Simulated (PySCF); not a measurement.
# One shape, several levels: SiH3F (SMILES F[SiH3])

Wanted: a comparison of 6 runs (HF/def2-SVP, B3LYP/6-31G, B3LYP/6-31G*, PBE0/def2-SVP, CCSD/def2-SVP) of SiH3F. The job is set up through a Python script.

The calculation is run with PySCF 2.14.0.

### Step 1. The molecule

The species is SiH3F (5 atoms), meant as a singlet with charge 0. SMILES: `F[SiH3]`. Geometry: relaxed at PBE0-D4/def2-TZVP.

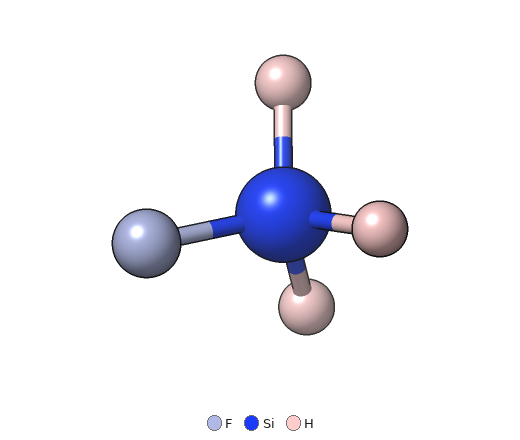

Viewed from a chosen angle; fluorine light blue, silicon blue, hydrogen pink.

### Step 2. Energy and forces at HF/def2-SVP (run 1)

The input, mol.xyz:

```xyz
5
FH3Si
F     -1.274600     0.162800     0.858000
Si     0.043300    -0.019300    -0.030700
H     -0.367800    -0.192600    -1.443700
H      0.768600    -1.217900     0.451600
H      0.880500     1.193400     0.123400
```

The input, input.py:

```python
# F[SiH3]
import pyscf.grad
from pyscf import gto

molecule = gto.M(
    atom='mol.xyz',
    spin=0,
    max_memory=1860,
    verbose=4,
    basis='def2-svp',
)

hf = molecule.RHF()
hf.conv_tol = 1e-10
hf.kernel()
if not hf.converged:
    hf = hf.newton().run(hf.mo_coeff, hf.mo_occ)

e_tot = hf.e_tot
print('Final energy', e_tot)
grad = hf.Gradients().kernel()
dip = hf.dip_moment()
pop, q = hf.mulliken_pop()
```

Run with:

```bash
$ OMP_NUM_THREADS=1 python input.py
```

Standard output:

```text
PySCF version 2.14.0

[INPUT] num. atoms = 5
[INPUT] num. electrons = 26
[INPUT] charge = 0
[INPUT] spin (= nelec alpha-beta = 2S) = 0
[INPUT] symmetry False subgroup None
[INPUT] Mole.unit = angstrom
[INPUT] Symbol           X                Y                Z      unit          X                Y                Z       unit  Magmom
[INPUT]  1 F     -1.274600000000   0.162800000000   0.858000000000 AA   -2.408644918371   0.307647413079   1.621385014877 Bohr   0.0
[INPUT]  2 Si     0.043300000000  -0.019300000000  -0.030700000000 AA    0.081825141194  -0.036471714204  -0.058014592024 Bohr   0.0
[INPUT]  3 H     -0.367800000000  -0.192600000000  -1.443700000000 AA   -0.695041268615  -0.363961251591  -2.728197606035 Bohr   0.0
[INPUT]  4 H      0.768600000000  -1.217900000000   0.451600000000 AA    1.452443499341  -2.301497447108   0.853400317854 Bohr   0.0
[INPUT]  5 H      0.880500000000   1.193400000000   0.123400000000 AA    1.663903852680   2.255199157056   0.233192203771 Bohr   0.0

[... 44 lines left out ...]
converged SCF energy = -389.991593166199
Final energy -389.99159316619944
[... 11 lines left out ...]
Dipole moment(X, Y, Z, Debye):  1.30777, -0.18053, -0.88157
[... 14 lines left out ...]
pop of  0 F 3dx2-y2       0.00127
pop of  1 Si 1s           1.99939
pop of  1 Si 2s           1.99082
pop of  1 Si 3s           0.90606
pop of  1 Si 4s           0.11991
pop of  1 Si 2px          1.97988
pop of  1 Si 2py          1.98163
pop of  1 Si 2pz          1.98085
pop of  1 Si 3px          0.32898
pop of  1 Si 3py          0.43062
pop of  1 Si 3pz          0.38546
pop of  1 Si 4px          0.13203
pop of  1 Si 4py          0.27483
pop of  1 Si 4pz          0.21143
pop of  1 Si 3dxy         0.09545
pop of  1 Si 3dyz         0.02249
pop of  1 Si 3dz^2        0.09168
pop of  1 Si 3dxz         0.05861
pop of  1 Si 3dx2-y2      0.03893
pop of  2 H 1s            0.75327
pop of  2 H 2s            0.40104
pop of  2 H 2px           0.00102
pop of  2 H 2py           0.00072
pop of  2 H 2pz           0.00941
pop of  3 H 1s            0.75331
pop of  3 H 2s            0.40101
pop of  3 H 2px           0.00270
pop of  3 H 2py           0.00698
pop of  3 H 2pz           0.00147
pop of  4 H 1s            0.75331
pop of  4 H 2s            0.40100
pop of  4 H 2px           0.00348
pop of  4 H 2py           0.00711
pop of  4 H 2pz           0.00056
 ** Mulliken atomic charges  **
charge of    0F =     -0.47456
charge of    1Si =      0.97094
charge of    2H =     -0.16546
charge of    3H =     -0.16546
charge of    4H =     -0.16546
```

It took 3 s on 1 thread of Intel Xeon at 2.50GHz (Skylake/Cascade Lake), shared host; peak memory 0.12 GiB.

### Step 3. Energy and gradient at B3LYP/6-31G (run 2)

The input, job.py:

```python
import pyscf.grad
from pyscf import gto, dft

mol = gto.M(
    atom='''
F     -1.274600     0.162800     0.858000
Si     0.043300    -0.019300    -0.030700
H     -0.367800    -0.192600    -1.443700
H      0.768600    -1.217900     0.451600
H      0.880500     1.193400     0.123400
''',
    charge=0,
    max_memory=1860,
    verbose=4,
    basis='6-31g',
)

mf = dft.RKS(mol)
mf.xc = 'b3lyp'
mf.conv_tol = 1e-10
mf.grids.level = 5
mf.kernel()
if not mf.converged:
    mf = mf.newton().run(mf.mo_coeff, mf.mo_occ)

etot = mf.e_tot
print('Final energy', etot)
grad = mf.Gradients().kernel()
dip = mf.dip_moment()
pop, q = mf.mulliken_pop()
```

Run with:

```bash
$ OMP_NUM_THREADS=1 python job.py
```

Standard output:

```text
PySCF version 2.14.0

[INPUT] num. atoms = 5
[INPUT] num. electrons = 26
[INPUT] charge = 0
[INPUT] spin (= nelec alpha-beta = 2S) = 0
[INPUT] symmetry False subgroup None
[INPUT] Mole.unit = angstrom
[INPUT] Symbol           X                Y                Z      unit          X                Y                Z       unit  Magmom
[INPUT]  1 F     -1.274600000000   0.162800000000   0.858000000000 AA   -2.408644918371   0.307647413079   1.621385014877 Bohr   0.0
[INPUT]  2 Si     0.043300000000  -0.019300000000  -0.030700000000 AA    0.081825141194  -0.036471714204  -0.058014592024 Bohr   0.0
[INPUT]  3 H     -0.367800000000  -0.192600000000  -1.443700000000 AA   -0.695041268615  -0.363961251591  -2.728197606035 Bohr   0.0
[INPUT]  4 H      0.768600000000  -1.217900000000   0.451600000000 AA    1.452443499341  -2.301497447108   0.853400317854 Bohr   0.0
[INPUT]  5 H      0.880500000000   1.193400000000   0.123400000000 AA    1.663903852680   2.255199157056   0.233192203771 Bohr   0.0

[... 56 lines left out ...]
converged SCF energy = -391.106898941459
Final energy -391.1068989414591
[... 8 lines left out ...]
2 H    -0.0000499906     0.0009166122     0.0067324742
3 H    -0.0045707286     0.0050103859    -0.0007927564
4 H    -0.0050167900    -0.0046058287     0.0005172605
----------------------------------------------
Dipole moment(X, Y, Z, Debye):  1.65444, -0.22846, -1.11536
 ** Mulliken pop  **
pop of  0 F 1s            1.99715
pop of  0 F 2s            0.92082
pop of  0 F 3s            1.06373
pop of  0 F 2px           1.05854
pop of  0 F 2py           1.15170
pop of  0 F 2pz           1.11033
pop of  0 F 3px           0.68262
pop of  0 F 3py           0.76273
pop of  0 F 3pz           0.72715
pop of  1 Si 1s           1.99970
pop of  1 Si 2s           1.99561
pop of  1 Si 3s           1.03139
pop of  1 Si 4s           0.18270
pop of  1 Si 2px          1.98753
pop of  1 Si 2py          1.98863
pop of  1 Si 2pz          1.98814
pop of  1 Si 3px          0.48291
pop of  1 Si 3py          0.71006
pop of  1 Si 3pz          0.60915
pop of  1 Si 4px          0.02277
pop of  1 Si 4py          0.08287
pop of  1 Si 4pz          0.05620
pop of  2 H 1s            0.52046
pop of  2 H 2s            0.60874
pop of  3 H 1s            0.52049
pop of  3 H 2s            0.60870
pop of  4 H 1s            0.52049
pop of  4 H 2s            0.60870
 ** Mulliken atomic charges  **
charge of    0F =     -0.47478
charge of    1Si =      0.86235
charge of    2H =     -0.12920
charge of    3H =     -0.12919
charge of    4H =     -0.12919
```

It took 11 s on 1 thread of Intel Xeon at 2.50GHz (Skylake/Cascade Lake), shared host; peak memory 0.35 GiB.

Runs 3 to 5 aren't shown in full; the table further down has their settings and results.

### Step 4. A single-point energy at CCSD/def2-SVP (run 6)

The input, input.py:

```python
from pyscf import gto, cc

system = gto.Mole()
system.atom = [
    ('F', (-1.274600, 0.162800, 0.858000)),
    ('Si', (0.043300, -0.019300, -0.030700)),
    ('H', (-0.367800, -0.192600, -1.443700)),
    ('H', (0.768600, -1.217900, 0.451600)),
    ('H', (0.880500, 1.193400, 0.123400)),
]
system.basis = 'def2-svp'
system.spin = 0
system.max_memory = 1860
system.verbose = 4
system.build()

mf = system.RHF()
mf.conv_tol = 1e-10
mf.kernel()
if not mf.converged:
    mf = mf.newton().run(mf.mo_coeff, mf.mo_occ)

mycc = cc.CCSD(mf, frozen=6)
mycc.kernel()
energy = mycc.e_tot
print('Final energy', energy)
dip = mf.dip_moment()
pop, q = mf.mulliken_pop()
```

Run with:

```bash
$ OMP_NUM_THREADS=1 python input.py
```

Standard output:

```text
PySCF version 2.14.0

[INPUT] num. atoms = 5
[INPUT] num. electrons = 26
[INPUT] charge = 0
[INPUT] spin (= nelec alpha-beta = 2S) = 0
[INPUT] symmetry False subgroup None
[INPUT] Mole.unit = angstrom
[INPUT] Symbol           X                Y                Z      unit          X                Y                Z       unit  Magmom
[INPUT]  1 F     -1.274600000000   0.162800000000   0.858000000000 AA   -2.408644918371   0.307647413079   1.621385014877 Bohr   0.0
[INPUT]  2 Si     0.043300000000  -0.019300000000  -0.030700000000 AA    0.081825141194  -0.036471714204  -0.058014592024 Bohr   0.0
[INPUT]  3 H     -0.367800000000  -0.192600000000  -1.443700000000 AA   -0.695041268615  -0.363961251591  -2.728197606035 Bohr   0.0
[INPUT]  4 H      0.768600000000  -1.217900000000   0.451600000000 AA    1.452443499341  -2.301497447108   0.853400317854 Bohr   0.0
[INPUT]  5 H      0.880500000000   1.193400000000   0.123400000000 AA    1.663903852680   2.255199157056   0.233192203771 Bohr   0.0

[... 44 lines left out ...]
converged SCF energy = -389.991593166199
[... 12 lines left out ...]
Init t2, MP2 energy = -390.28273953965  E_corr(MP2) -0.291146373450965
[... 10 lines left out ...]
CCSD converged
[... 1 line left out ...]
Final energy -390.30692673096667
Dipole moment(X, Y, Z, Debye):  1.30777, -0.18053, -0.88157
[... 14 lines left out ...]
pop of  0 F 3dx2-y2       0.00127
pop of  1 Si 1s           1.99939
pop of  1 Si 2s           1.99082
pop of  1 Si 3s           0.90606
pop of  1 Si 4s           0.11991
pop of  1 Si 2px          1.97988
pop of  1 Si 2py          1.98163
pop of  1 Si 2pz          1.98085
pop of  1 Si 3px          0.32898
pop of  1 Si 3py          0.43062
pop of  1 Si 3pz          0.38546
pop of  1 Si 4px          0.13203
pop of  1 Si 4py          0.27483
pop of  1 Si 4pz          0.21143
pop of  1 Si 3dxy         0.09545
pop of  1 Si 3dyz         0.02249
pop of  1 Si 3dz^2        0.09168
pop of  1 Si 3dxz         0.05861
pop of  1 Si 3dx2-y2      0.03893
pop of  2 H 1s            0.75327
pop of  2 H 2s            0.40104
pop of  2 H 2px           0.00102
pop of  2 H 2py           0.00072
pop of  2 H 2pz           0.00941
pop of  3 H 1s            0.75331
pop of  3 H 2s            0.40101
pop of  3 H 2px           0.00270
pop of  3 H 2py           0.00698
pop of  3 H 2pz           0.00147
pop of  4 H 1s            0.75331
pop of  4 H 2s            0.40100
pop of  4 H 2px           0.00348
pop of  4 H 2py           0.00711
pop of  4 H 2pz           0.00056
 ** Mulliken atomic charges  **
charge of    0F =     -0.47456
charge of    1Si =      0.97094
charge of    2H =     -0.16546
charge of    3H =     -0.16546
charge of    4H =     -0.16546
```

It took 3.3 s on 1 thread of Intel Xeon at 2.50GHz (Skylake/Cascade Lake), shared host; peak memory 0.14 GiB.

### Step 5. All runs side by side

```tsv
run	level	integration grid	Cartesian functions	energy (Eh)	dipole moment (D) of the reference	HOMO energy (eV)	LUMO energy (eV)	wall time
1	HF/def2-SVP	–	no	-389.991593	1.59	-13.38	3.88	3 s
2	B3LYP/6-31G	5	no	-391.106899	2.01	-9.46	0.02	11 s
3	B3LYP/6-31G* (spherical functions)	5	no	-391.177375	1.28	-9.37	0.13	14 s
4	B3LYP/6-31G* (Cartesian functions)	5	yes	-391.180295	1.29	-9.37	0.08	13 s
5	PBE0/def2-SVP	5	no	-390.781662	1.33	-9.69	0.43	15 s
6	CCSD/def2-SVP	–	no	-390.306927	1.59	-13.38	3.88	3.3 s
```

### Step 6. Summary of results

```
                                          quantity          value
                               run 6: total energy  -390.30693 Eh
       run 6: dipole moment (Hartree–Fock density)         1.59 D
        run 6: HOMO energy (Hartree–Fock orbitals)      -13.38 eV
        run 6: LUMO energy (Hartree–Fock orbitals)        3.88 eV
      run 6: HOMO–LUMO gap (Hartree–Fock orbitals)       17.26 eV
run 6: correlation energy (6 core orbitals frozen)     -315.3 mEh
                              run 6: T1 diagnostic          0.011
```

What this shows: Over runs 1, 2, 3, 4, 5 the dipole moment (its size) runs from 1.28 D (B3LYP/6-31G*) to 2.01 D (B3LYP/6-31G). Over runs 1, 2, 3, 4, 5 the HOMO–LUMO gap runs from 9.45 eV (B3LYP/6-31G*) to 17.26 eV (HF/def2-SVP). The two ends differ in method and basis. Totals of different functionals can't be ranked against each other. All runs together took 59 s, the longest 15 s.
